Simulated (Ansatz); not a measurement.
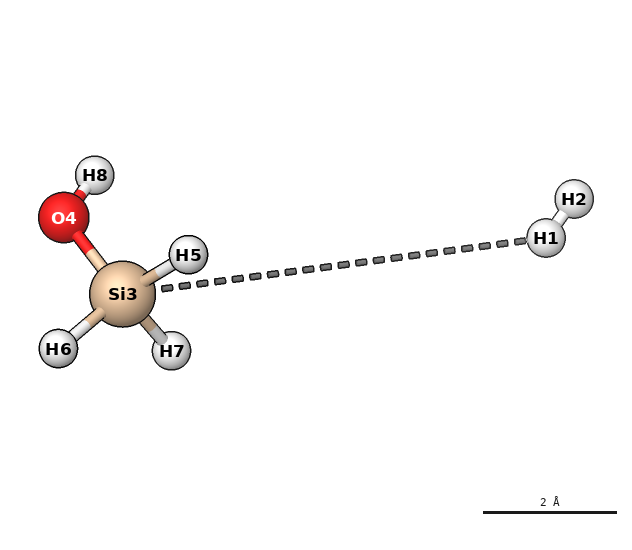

Two molecules or ions; the broken line marks their closest contact (measured against van der Waals radii). Geometry: a pair of rigid molecules at a changed separation. Program: Ansatz 0.2.0.

Q: Which two species are they?

A: H2 and H4OSi (`O[SiH3].[H][H]`).

Q: How long is the contact?

A: H1···Si3 is 6.97 Å.

Give the counterpoise-corrected interaction energy (kcal/mol, monomers kept as in the pair) with RHF-CCSD(T) (frozen core)/def2-TZVPPD; PBE0-D4/def2-TZVPPD.

| level | interaction energy (kcal/mol) |
| --- | --- |
| RHF-CCSD(T) (frozen core)/def2-TZVPPD | 0.0 |
| PBE0-D4/def2-TZVPPD | 0.0 |
